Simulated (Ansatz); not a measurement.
C2H7InO: single-point calculation

- system: C2H7InO, multiplicity 3, SMILES [CH3][In]([CH3])[OH]
- method: r2SCAN/def2-SVP, UKS, core potentials def2-SVP (Ansatz 0.2.0)

The geometry is that of the parent species in another charge or spin state. The geometry comes from this level: PBE0-D4/def2-TZVP.

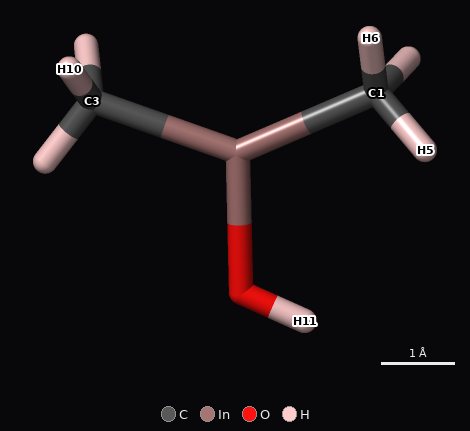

Fig. 1: The structure (stick view, seen at a tilt; atoms are numbered from 1 in the order of the input). Sticks mark near contacts.

## Summary

- outcome: converged
- total energy: −345.462089 hartree
- basis functions: 103
- ⟨S²⟩: 2.006
- SCF solution under orbital rotations: stable
- HOMO (either spin): −1.92 eV
- LUMO (either spin): −6.51 eV
- hardware: 1 thread of Arm Neoverse V2, 24 GiB of memory available, shared host
- wall time: 93 s
- peak memory: 0.6 GiB

## Input
```yaml
crystal:
  periodic: [false, false, false]
  atoms:
    - {symbol: C, position_ang: [-1.237900, 1.174600, -1.040300]}
    - {symbol: In, position_ang: [0.014400, -0.256200, -0.041000]}
    - {symbol: C, position_ang: [1.531800, -0.211200, 1.463900]}
    - {symbol: O, position_ang: [-0.279600, -2.154900, -0.620200]}
    - {symbol: H, position_ang: [-1.551200, 0.785300, -2.009500]}
    - {symbol: H, position_ang: [-0.715300, 2.120700, -1.184200]}
    - {symbol: H, position_ang: [-2.128400, 1.363200, -0.437100]}
    - {symbol: H, position_ang: [1.929400, -1.218000, 1.588800]}
    - {symbol: H, position_ang: [1.117400, 0.131700, 2.413400]}
    - {symbol: H, position_ang: [2.339100, 0.465700, 1.180700]}
    - {symbol: H, position_ang: [-0.954500, -2.257800, -1.293900]}
basis:
  gaussian:
    orbitals: def2-SVP
magnetization:
  spin_polarized: true
  initial_magnetization: 2
hamiltonian:
  xc: {name: r2SCAN}
accuracy: high
output: {orbitals: {seedname: orbitals}}
```

Command:
```bash
ansatz run in.yaml --threads 1 --pin off --max-ram 2610MiB --events-out events.jsonl --progress --plain --runs-dir runs
```

## What the program printed
```
Functional definition: r2SCAN
  name "r2SCAN"
  parameter k0 = 0.174
  parameter k1 = 0.065
  parameter a1 = 4.9479
  exchange = r2scan_x(k0 = k0, k1 = k1, a1 = a1)
  correlation = r2scan_c
2550 factors; integrals over basis functions are off by at most 1.5e-8 eV
mean field evaluation 1: about -9385.6338 eV, gradient 5.6e1 eV
mean field evaluation 2: about -9291.4212 eV, gradient 1.3e2 eV
mean field evaluation 4: about -9399.8059 eV, gradient 8.9e0 eV
mean field evaluation 8: about -9399.8059 eV, gradient 8.9e0 eV
mean field evaluation 16: about -9400.5006 eV, gradient 6.9e-2 eV
mean field evaluation 32: about -9398.2791 eV, gradient 1.4e1 eV
mean field evaluation 64: about -9400.3202 eV, gradient 5.3e0 eV
mean field -9400.50233411 eV, -345.4620888894 hartree, gradient 2.5e-8 eV, S^2 2.006334; 10 other end points of the search recorded, 0 dependent functions left out
reference -9400.50233991 eV, -345.4620891025 hartree; 25, 23 occupied and 78, 80 virtual orbitals, 2550 factors
Total energy: -9400.50233991 eV, -345.4620891025 hartree
```
